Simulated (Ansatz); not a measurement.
ClGaH$_{5}$NO

Input file:

```
crystal:
  periodic: [false, false, false]
  atoms:
    - { symbol: Ga, position_ang: [0.084263, -0.522327, -0.58322] }
    - { symbol: "N", position_ang: [0.039884, -0.097691, 2.498972] }
    - { symbol: H, position_ang: [-0.705337, -0.155707, 3.186788] }
    - { symbol: H, position_ang: [0.8491, 0.320882, 2.949692] }
    - { symbol: Cl, position_ang: [1.940208, 0.477633, -0.990288] }
    - { symbol: H, position_ang: [-1.279534, -0.014846, -1.130046] }
    - { symbol: O, position_ang: [0.337626, -2.084723, 0.257737] }
    - { symbol: H, position_ang: [-0.460364, -2.626843, 0.285366] }
    - { symbol: H, position_ang: [0.302954, -1.062878, 2.221899] }
basis:
  gaussian: { orbitals: def2-SVP }
hamiltonian:
  xc: pbe0
relax:
  f_tol: 0.03
  max_steps: 50
output:
  orbitals: {}
```

Launched as:

```sh
ansatz run input.yaml --threads 2 --pin off --max-ram 3072MiB --backend cpu --events-out ev --progress --plain --runs-dir out
```

The fields are those of the run's last geometry, not of the input's.

These are results of Ansatz 0.2.0, RKS PBE0/def2-SVP, not measurements.

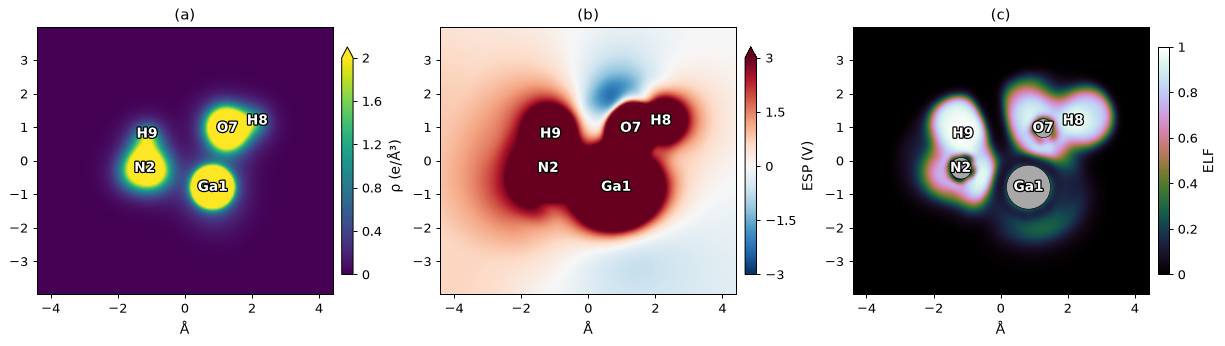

Figure 1. (a) total electron density; (b) molecular electrostatic potential; (c) electron localisation function on the plane of atoms Ga1, N2 and H9. Grey discs cover the atomic cores in the ELF map.

Question: Interpret the plot.

Answer:
- The section cuts through Ga, N, O and H sites.
- Ga–O (1.81 Å): the density is about 0.83 e/Å³ at the midpoint; the ELF peaks at about 0.85 in the valence shell of O, 0.6 Å from its nucleus, and is about 0.25 at the midpoint.
- Ga–N (2.09 Å): ρ is about 0.51 e/Å³ halfway; the ELF peaks at about 0.95 in the valence shell of N, 0.7 Å from its nucleus, and is about 0.30 at the midpoint.
- O–H (0.96 Å): the density is about 3.6 e/Å³ at the midpoint; the ELF climbs to about 1 towards the hydrogen, as it does in any bond to H; an ordinary covalent bond to hydrogen.
- N–H (1.02 Å): the density is about 2.8 e/Å³ at the midpoint; the ELF climbs to about 1 towards the hydrogen (a covalent bond by its length).
- The ELF also peaks beside O7, away from the bonds: lone-pair regions.
- Outside the dense part of the molecule the potential is most negative (−2.2 V) near O7.

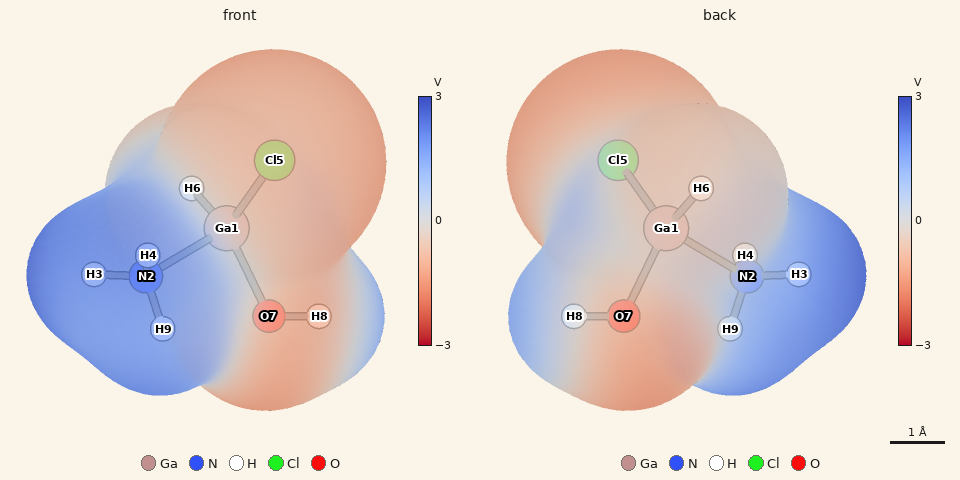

Figure 2. The molecular electrostatic potential painted on the density surface at 0.001 e/bohr³, seen from the front and from behind; the colour scale runs from red (negative) to blue (positive).

Question: Where is the surface potential most negative and most positive?

Answer: The most negative region (about −1.4 V) lies over O7, the most positive (about +2.3 V) over H3. O7 is the likeliest acceptor of a hydrogen bond.

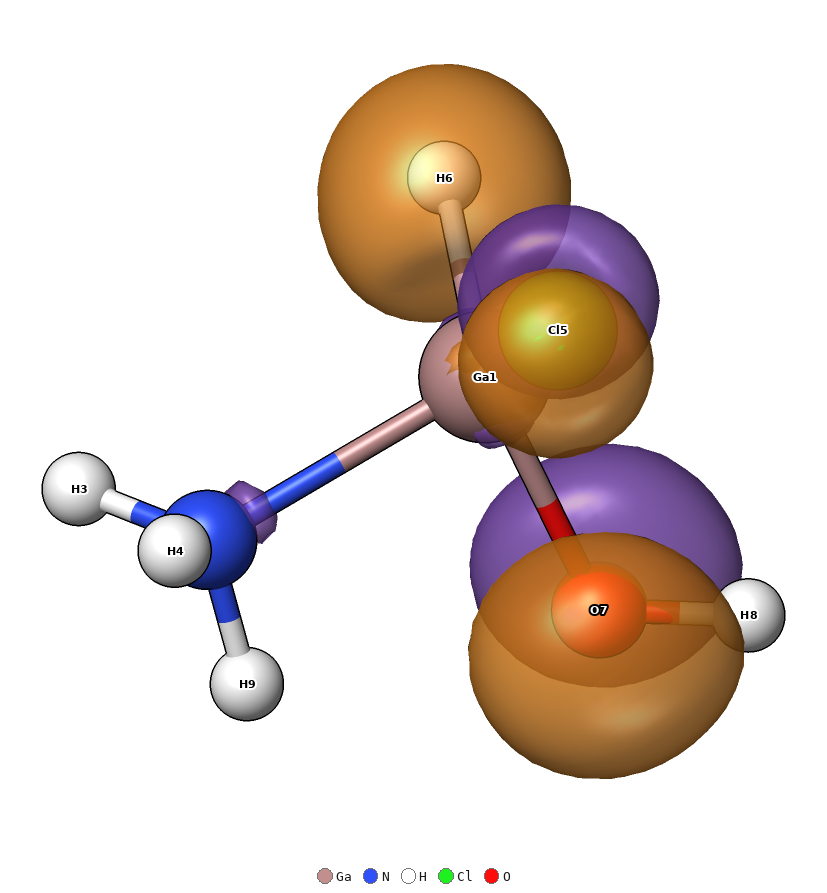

Figure 3. The HOMO at ±0.15 Å⁻³ᐟ² (orange and purple are the two phases), seen at a tilt.

Question: What is the character of this orbital?

Answer: It lies mainly on O7 (about 55 %), H6 (about 15 %), Cl5 (about 15 %) and Ga1 (about 15 %). Its energy is −7.57 eV.
